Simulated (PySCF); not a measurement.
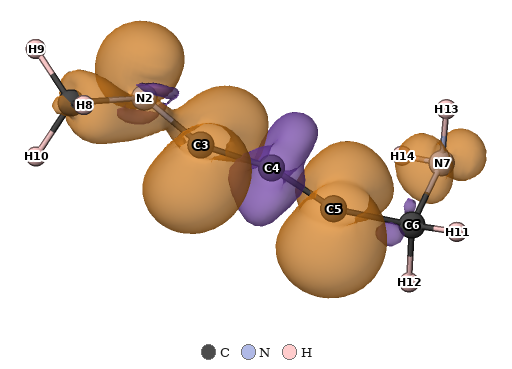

Figure 1: C₅H₇N₂ (SMILES C/N=[C]/C#CCN) (doublet). Isosurfaces of the spin density (α minus β) at +0.015 (orange) and −0.015 e/Å³ (purple), seen at a tilt.

Geometry: GFN2-xTB.

Level of theory: UKS B3LYP, pcH-1 on C H N, non-relativistic, mean-field spin-orbit, GIAO (PySCF 2.14.0, density-fitted response routines).

```xyz
14

C     3.5883    0.2031    0.5264
N     2.2486   -0.2883    0.5926
C     1.2206    0.1729    0.1134
C    -0.0719    0.1546   -0.1113
C    -1.1998    0.4808   -0.5209
C    -2.6317    0.3135   -0.6755
N    -3.1978   -0.8780   -0.0408
H     3.6743    1.1883    0.9930
H     4.2194   -0.5029    1.0667
H     3.9389    0.2760   -0.5069
H    -3.1412    1.1888   -0.2555
H    -2.8738    0.2681   -1.7439
H    -3.0129   -0.8632    0.9574
H    -2.7619   -1.7142   -0.4168
```

### Where is the unpaired spin?

The unpaired spin (1 electron) lies mostly on C5 (about 0.3), C3 (about 0.3) and N2 (about 0.2), in electrons by Hirshfeld's partition.
